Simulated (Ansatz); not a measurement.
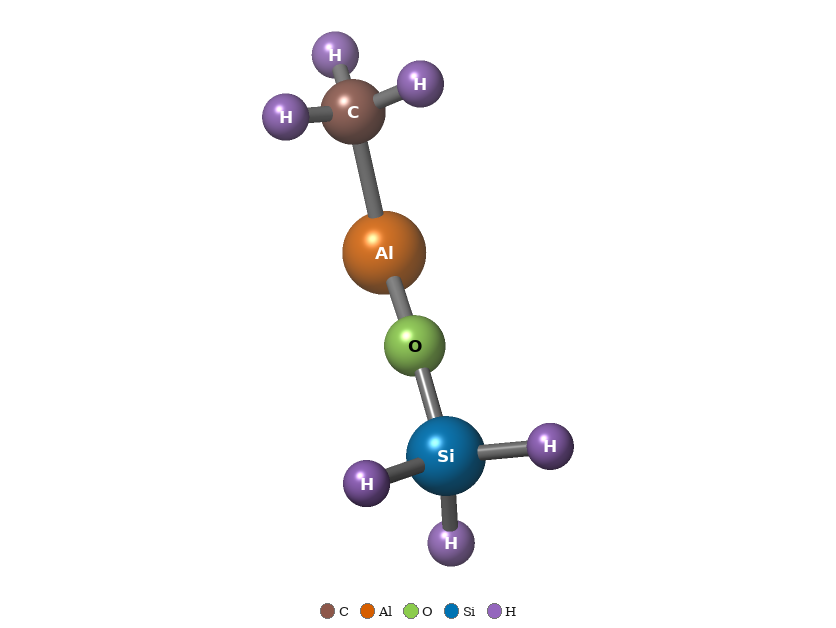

Ball-and-stick drawing of a structure.

The species is neutral and a spin doublet. Computed geometry: PBE0-D4/def2-TZVP optimisation.

Question: Which formula does it have?

Answer: CH₆AlOSi, 10 atoms: 1 carbon, 6 hydrogen, 1 aluminium, 1 oxygen and 1 silicon.

Question: Give a SMILES string for it.

Answer: [CH3][Al][O][SiH3]

Question: Name functional groups in it.

Answer: Among them: Si–H bond, Si–O bond.

Question: How many bonds of each kind are drawn?

Answer: 3 C–H, 3 Si–H, 1 C–Al, 1 Al–O, 1 O–Si.

More results for the same structure follow; atom numbers are the same in all pictures, views and colours differ.

Geometry

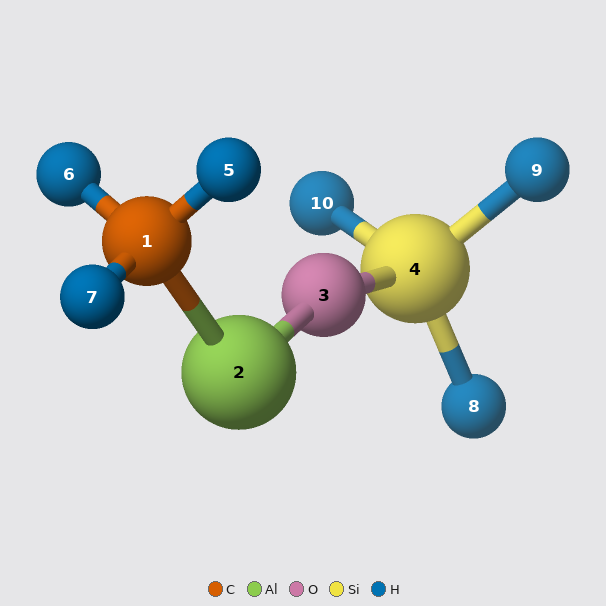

The atoms are numbered.

What are the angles Al2–C1–H5, Al2–C1–H6, Al2–C1–H7, C1–Al2–O3, Al2–O3–Si4, O3–Si4–H8, O3–Si4–H9, O3–Si4–H10?

| angle | degrees |
| --- | --- |
| Al2–C1–H5 | 108.9 |
| Al2–C1–H6 | 109.0 |
| Al2–C1–H7 | 113.2 |
| C1–Al2–O3 | 116.4 |
| Al2–O3–Si4 | 163.5 |
| O3–Si4–H8 | 111.1 |
| O3–Si4–H9 | 110.0 |
| O3–Si4–H10 | 110.0 |

Electronic properties

Properties computed with UKS r2SCAN-D4/def2-TZVPP (Ansatz 0.2.0).

Question: Give the dipole moment at this level.

Answer: 1.12 D.

Question: What is the ⟨S²⟩ of the determinant?

Answer: 0.754.

Question: What is the HOMO energy (Kohn–Sham orbital)?

Answer: −4.75 eV.

Question: Estimate the dispersion correction.

Answer: −4.5 kJ/mol.

Vibrations

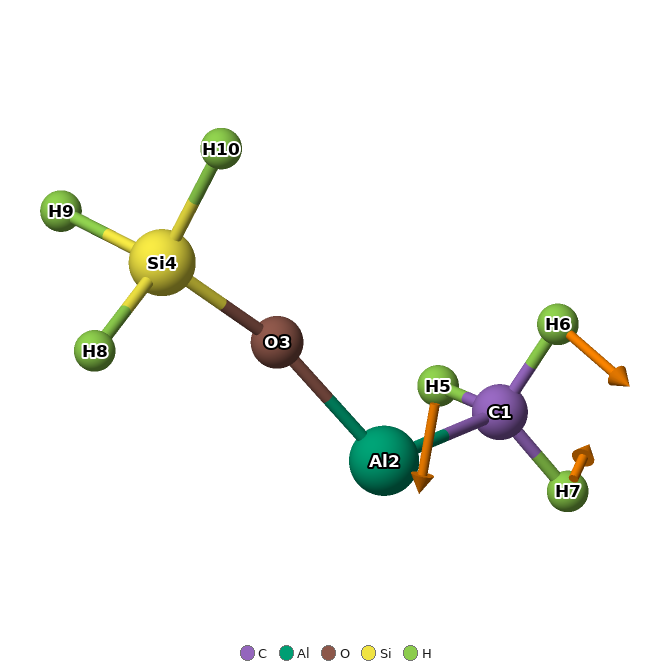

The arrows show one normal mode. Harmonic vibrations computed with UKS PBE0-D4/def2-TZVP (Ansatz 0.2.0) at a stationary point of the same level.

Question: What kind of motion is it?

Answer: Mostly H–C–H bending.

Question: At what wavenumber does it lie?

Answer: 1426 cm⁻¹; it is mode 17 of 24 counted from the lowest.

Charges

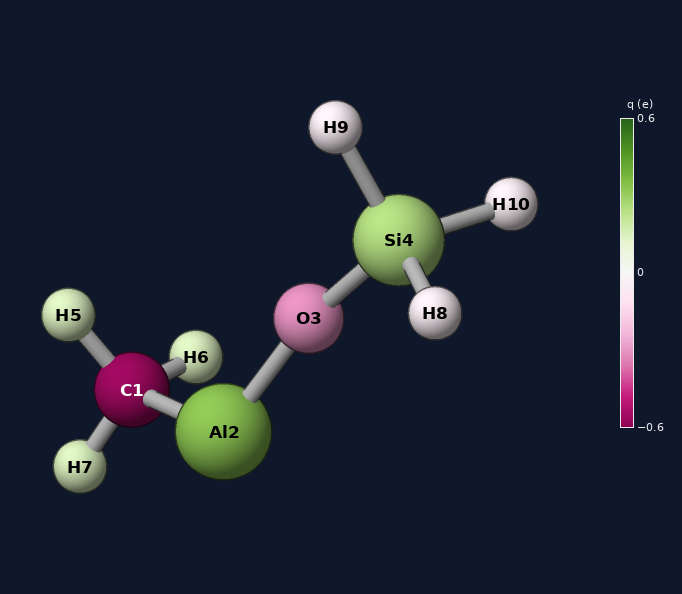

Atoms are coloured by their Mulliken charges. Method: UKS PBE0-D4/def2-TZVP (Ansatz 0.2.0).

List the Mulliken charges.

```tsv
atom	value (e)
C1	−0.56
Al2	0.33
O3	−0.31
Si4	0.25
H5	0.14
H6	0.14
H7	0.15
H8	−0.05
H9	−0.04
H10	−0.04
```

Mulliken values depend strongly on the basis set and can even reverse the polarity of a bond.
